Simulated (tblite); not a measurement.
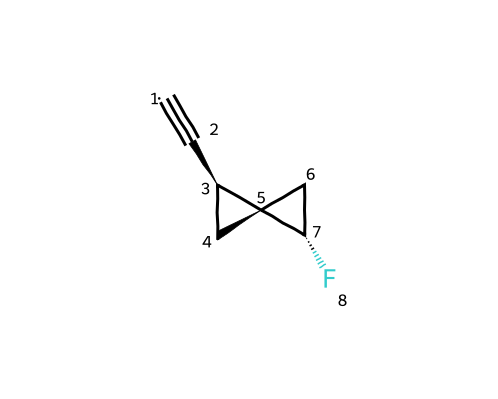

A structural formula, with wedges where it has stereocentres; small numbers name the atoms. The configuration is that of a computed structure (GFN2-xTB).

Question: What are the Cahn–Ingold–Prelog descriptors?

Answer: C3: S; C5: S; C7: S.

Question: Give a SMILES with the stereochemistry.

Answer: [C]#C[C@@H]1C[C@]12C[C@@H]2F
